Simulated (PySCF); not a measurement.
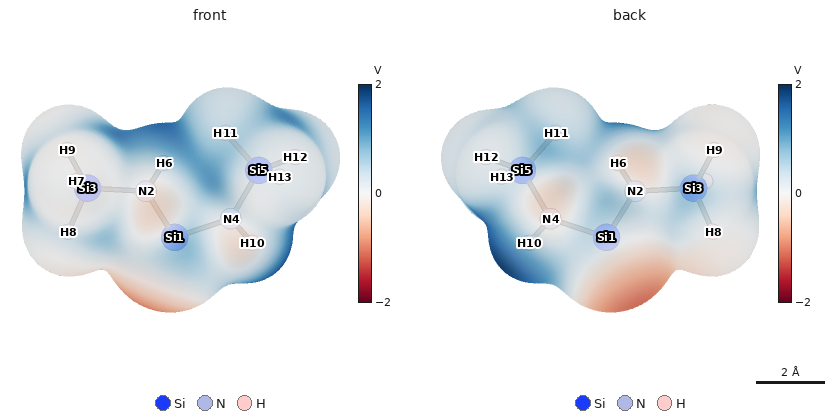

Figure 1: H₈N₂Si₃ (SMILES [SiH3]N[Si]N[SiH3]). The molecular electrostatic potential painted on the density surface at 0.002 e/bohr³, seen from the front and from behind; the colour scale runs from red (negative) to blue (positive).

Geometry: PBE0-D3(BJ)/def2-SVP.

Theory: PBE0/pcSseg-1, SCF density, gas phase, non-relativistic in PySCF 2.14.0.

```yaml
atoms:
  - { symbol: Si, position_ang: [-0.3904, -0.1795, -1.5414] }
  - { symbol: N, position_ang: [-0.9835, 0.0583, 0.0803] }
  - { symbol: Si, position_ang: [-2.6725, 0.1814, 0.5247] }
  - { symbol: N, position_ang: [1.3421, -0.2298, -1.2772] }
  - { symbol: Si, position_ang: [2.4062, -0.1465, 0.1102] }
  - { symbol: H, position_ang: [-0.3222, 0.1579, 0.8518] }
  - { symbol: H, position_ang: [-3.0648, -0.8891, 1.4932] }
  - { symbol: H, position_ang: [-3.4663, 0.0379, -0.7294] }
  - { symbol: H, position_ang: [-2.9784, 1.4987, 1.1644] }
  - { symbol: H, position_ang: [1.8362, -0.3761, -2.1564] }
  - { symbol: H, position_ang: [1.6596, 0.4817, 1.2426] }
  - { symbol: H, position_ang: [3.6039, 0.6900, -0.2025] }
  - { symbol: H, position_ang: [2.8813, -1.4904, 0.5637] }
```

### Which sites attract a positive test charge, and which a negative one?

A positive charge is drawn to the negative regions and a negative charge to the positive ones. The most negative region (about −1.1 V) lies over Si1, the most positive (about +1.8 V) over H10.

### How polar is the molecule by this calculation?

Its dipole moment is 1.54 D.
